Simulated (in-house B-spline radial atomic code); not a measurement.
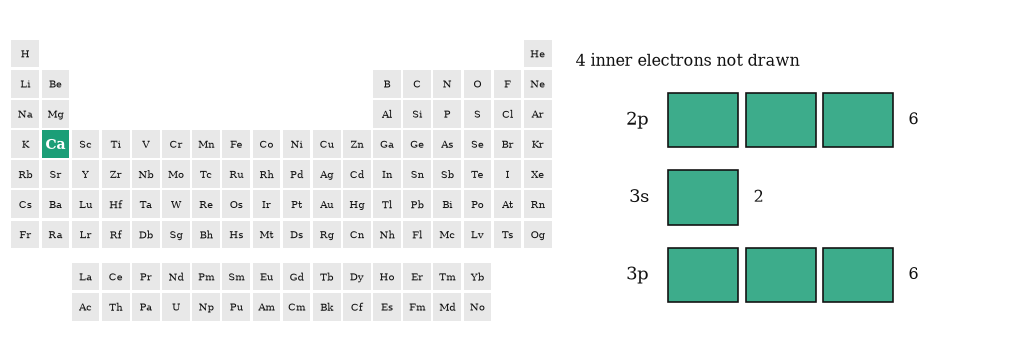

Fig. 1: Left, the place of calcium in the periodic table; right, the outer shells of the closed core: a box for each of the 2l + 1 orbitals, shaded by the share of the shell that is filled, with the electron count at the right.

Run report: Ca, many-body perturbation calculation

Ca, core [Ne] 3s2 3p6. Computed at this level: configuration interaction of two valence electrons with many-body perturbation theory for the core (screened one- and two-electron correlation potentials), Breit and QED, no-pair Dirac, B-spline basis (in-house B-spline radial atomic code).

**The input**
```
basis_form = 3
Z = 20
core_configuration = [Ne] 3s2 3p6
rms_radius = 3.4776
mass_number = 40
speed_of_light = 137.035999084
box_radius = 45.0
lmax = 6
intervals = 68
virtual_cutoff = 800.0
```

Launched within a batch (the task file carries these settings):
```bash
python <driver script> task.json out
```

The program writes its results to a structured record and prints no log; tables and figures of this report are taken from that record.

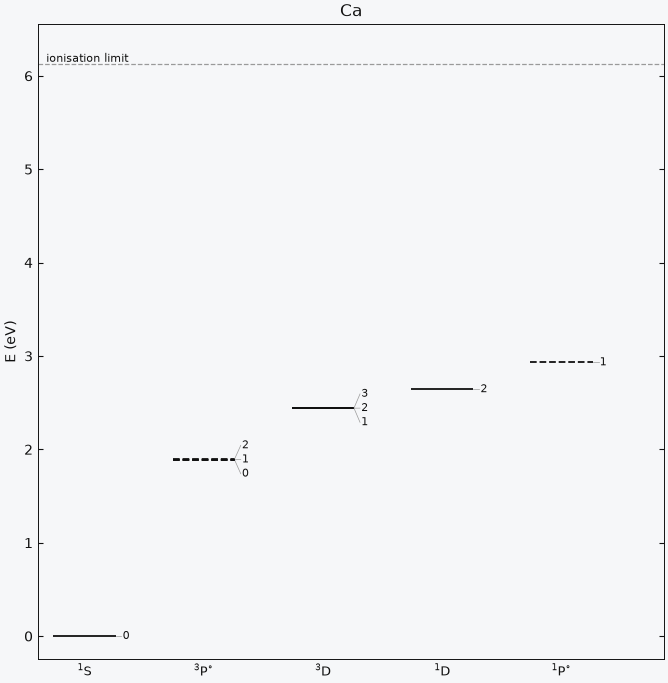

Fig. 2: Levels of the Ca atom, two electrons outside the core [Ne] 3s² 3p⁶. CI+MBPT: configuration interaction in the frozen-core Dirac–Hartree–Fock potential with screened core-valence correlation, Breit and QED terms; computed with a B-spline radial code. The lowest level is 4s² ¹S₀. The first excited level, 4s 4p ³P°₀, lies at 1.88 eV. It is also the lowest level of opposite parity. The ionisation energy is 6.122 eV, against 5.906 eV from CI without core-valence correlation and a measured value of 6.113 eV.

```tsv
Level	E (eV)	measured
4s² ¹S₀	0	0
4s 4p ³P°₀	1.882	1.879
4s 4p ³P°₁	1.889	1.886
4s 4p ³P°₂	1.902	1.899
4s 3d ³D₁	2.440	2.521
4s 3d ³D₂	2.441	2.523
4s 3d ³D₃	2.444	2.526
4s 3d ¹D₂	2.643	2.709
4s 4p ¹P°₁	2.931	2.933
```

**Summary**

| quantity | value |
| --- | --- |
| outcome | converged |
| hardware | 1 CPU thread, shared host |
| wall time | 81 s |

**Remarks**

Caveats: levels with the lowest nd electron over a p6 core lie up to 1200 cm⁻¹ too low for each such electron near neutrality; the outer n is counted by energy, so a perturber such as np2 can shift it by one.
